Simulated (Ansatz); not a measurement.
Input

```
crystal:
  periodic: [false, false, false]
  atoms:
    - {symbol: C, position_ang: [-0.813107, 0.211065, 1.413778]}
    - {symbol: C, position_ang: [0.615044, 0.283160, 1.004910]}
    - {symbol: C, position_ang: [1.104335, 0.036475, -0.212041]}
    - {symbol: Si, position_ang: [0.108824, -0.492776, -1.678503]}
    - {symbol: Cl, position_ang: [-1.014089, 1.073810, -2.424323]}
    - {symbol: H, position_ang: [-1.162623, 1.195852, 1.740130]}
    - {symbol: H, position_ang: [-0.937093, -0.463013, 2.266977]}
    - {symbol: H, position_ang: [-1.466437, -0.126426, 0.607654]}
    - {symbol: H, position_ang: [1.306325, 0.580998, 1.793482]}
    - {symbol: H, position_ang: [2.176031, 0.155021, -0.358125]}
    - {symbol: H, position_ang: [-0.854051, -1.573469, -1.354876]}
    - {symbol: H, position_ang: [1.013840, -0.935999, -2.765061]}
basis:
  gaussian: {orbitals: def2-TZVPP}
hamiltonian: {xc: pbe0, dispersion: d4}
output: {orbitals: {seedname: orbitals}}
```

Run with:

```sh
ansatz run in.yaml --threads 4 --pin off --events-out ev --progress --plain --max-ram 10444MiB
```

Geometry: PBE0-D4/def2-TZVP.

Method: RKS PBE0-D4/def2-TZVPP (Ansatz 0.2.0).

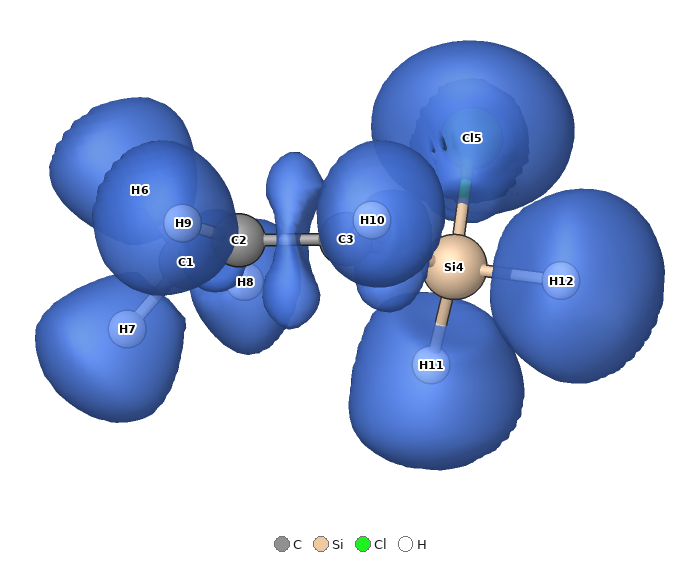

C3H7ClSi (SMILES CC=C[SiH2]Cl). Isosurface of the ELF at 0.8 (blue), seen from one side. Core shells and regions of very low density are left out.

Describe the localisation domains.

The surface consists of two regions between bonded C–C atoms (shared pairs), one region between bonded C–Si atoms (shared pairs), seven regions around hydrogen nuclei and one region on Cl in which the atom's valence shell and bonds are merged. Along the contacts the grid gives the following. C–C (1.33 Å): the ELF peaks at about 0.90 between the atoms: a short, multiple covalent bond. C–Si (1.85 Å): the ELF peaks at about 0.95 between the atoms (a covalent bond).
